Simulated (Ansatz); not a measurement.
**BBr2F (dibromofluoroborane): B2PLYP/cc-pVDZ**

What is the vertical ionisation energy of BBr2F (dibromofluoroborane) at B2PLYP/cc-pVDZ? 

Program for the calculation: Ansatz 0.2.0.

49 further runs of the same task are left out: 49 set aside as unsound or not needed.

## (1) Starting point

BBr2F has 4 atoms, charge 0, and is taken as a singlet. SMILES: `FB(Br)Br`. The shape is that of a PBE0-D4/def2-TZVP optimisation.

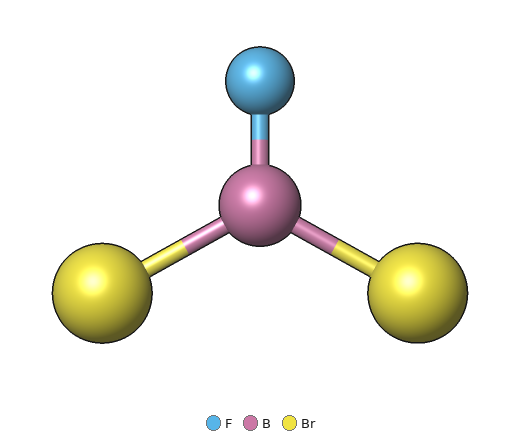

The structure, seen from a chosen angle (fluorine blue, boron pink, bromine yellow).

## (2) A single-point energy at B2PLYP/cc-pVDZ

in.yaml reads:

```yaml
crystal:
  periodic: [false, false, false]
  atoms:
    - {symbol: F, position_ang: [1.316550, 0.465960, 0.364370]}
    - {symbol: B, position_ang: [0.123960, 0.043770, 0.034160]}
    - {symbol: Br, position_ang: [-0.483040, -1.629420, 0.701450]}
    - {symbol: Br, position_ang: [-0.957470, 1.119690, -1.099980]}
basis:
  gaussian: {orbitals: cc-pVDZ}
magnetization: {spin_polarized: false}
hamiltonian: {xc: {name: B2PLYP}}
correlation: {frozen_orbitals: {B: 1, Br: 9, F: 1}}
accuracy: high
output: {orbitals: {seedname: orbitals}}
```

Command:

```console
ansatz run in.yaml --threads 1 --pin off --max-ram 3480MiB --events-out events.jsonl --progress --plain --runs-dir runs
```

The log of the run:

```text
Warning: RAYON_NUM_THREADS=1 ignored (pool sized by the plan → 1); use --threads N
Functional definition: B2PLYP
  name "B2PLYP"
  parameter a = 0.53
  parameter c = 0.27
  exchange = (1 - a)*b88_x + a*exact_x
  correlation = (1 - c)*lyp_c + c*(mp2_os + mp2_ss)
1658 factors; integrals over basis functions are off by at most 4.6e-9 eV
mean field evaluation 1: about -143455.9644 eV, gradient 2.4e1 eV
mean field evaluation 2: about -143456.1239 eV, gradient 2.4e1 eV
mean field evaluation 4: about -143457.2221 eV, gradient 1.1e0 eV
mean field evaluation 8: about -143457.2320 eV, gradient 3.2e-2 eV
mean field evaluation 16: about -143457.2320 eV, gradient 1.1e-6 eV
mean field -143457.23203219 eV, -5271.9560383787 hartree, gradient 8.7e-8 eV, S^2 0.000000; 0 other end points of the search recorded, 0 dependent functions left out
20 core orbitals not correlated: weight in the atoms' cores, before any rotation towards them, 1.000 or more for the frozen orbitals, at most 0.000 for the correlated occupied ones
reference -143457.23205312 eV, -5271.9560391478 hartree; 22, 22 occupied and 40, 40 virtual orbitals, 1658 factors
second order -17.34167596 eV of doubles, -0.00000000 eV of singles
Total energy: -143461.91430563 eV, -5272.1281087537 hartree
```

Run time: 7.5 s. Hardware: 1 thread of AMD EPYC 9R45 (Zen 5), shared host; peak memory 0.32 GiB.

## (3) The doublet cation, same level

Changes to in.yaml since step 2:

```diff
@@ -8,6 +8,12 @@
 basis:
-  gaussian: {orbitals: cc-pVDZ}
-magnetization: {spin_polarized: false}
-hamiltonian: {xc: {name: B2PLYP}}
-correlation: {frozen_orbitals: {B: 1, Br: 9, F: 1}}
+  gaussian:
+    orbitals: cc-pVDZ
+total_charge: 1
+magnetization:
+  spin_polarized: true
+  initial_magnetization: 1
+hamiltonian:
+  xc: {name: B2PLYP}
+correlation:
+  frozen_orbitals: {B: 1, Br: 9, F: 1}
 accuracy: high
```

Command:

```console
ansatz run in.yaml --threads 1 --pin off --max-ram 3480MiB --events-out events.jsonl --progress --plain --runs-dir runs
```

The log of the run, cut to the lines that bear on the results:

```text
Warning: RAYON_NUM_THREADS=1 ignored (pool sized by the plan → 1); use --threads N
[... 2 set-up lines as earlier in the session ...]
[...]
1658 factors; integrals over basis functions are off by at most 4.6e-9 eV
[...]
mean field -143446.39993851 eV, -5271.5579662780 hartree, gradient 6.9e-8 eV, S^2 0.760033; 6 other end points of the search recorded, 0 dependent functions left out
20 core orbitals not correlated: weight in the atoms' cores, before any rotation towards them, 1.000 or more for the frozen orbitals, at most 0.000 for the correlated occupied ones
reference -143446.39995937 eV, -5271.5579670448 hartree; 22, 21 occupied and 40, 41 virtual orbitals, 1658 factors
second order -17.37442976 eV of doubles, -0.00000000 eV of singles
Total energy: -143451.09105541 eV, -5271.7303616444 hartree
```

Run time: 18 s. Hardware: 1 thread of AMD EPYC 9R45 (Zen 5), shared host; peak memory 0.48 GiB.

## (4) Summary of results

At B2PLYP/cc-pVDZ, 20 core orbitals frozen:

| quantity | value |
| --- | --- |
| singlet BBr2F: total energy | -5272.12811 Eh |
| singlet BBr2F: HOMO energy (SCF part's orbitals) | -9.58 eV |
| singlet BBr2F: LUMO energy (SCF part's orbitals) | 0.31 eV |
| singlet BBr2F: HOMO–LUMO gap (SCF part's orbitals) | 9.89 eV |
| doublet cation: total energy | -5271.73036 Eh |
| doublet cation: HOMO energy (SCF part's orbitals) (highest over α and β) | -15.67 eV |
| doublet cation: LUMO energy (SCF part's orbitals) (lowest over α and β) | -12.08 eV |
| doublet cation: ⟨S²⟩ | 0.760 |
| vertical ionisation energy (to the doublet cation) | 10.823 eV |

In words: Removing an electron at fixed nuclei costs 10.82 eV (1044 kJ/mol). The negative HOMO energy of the first species, 9.58 eV, lies 1.24 eV below that difference.
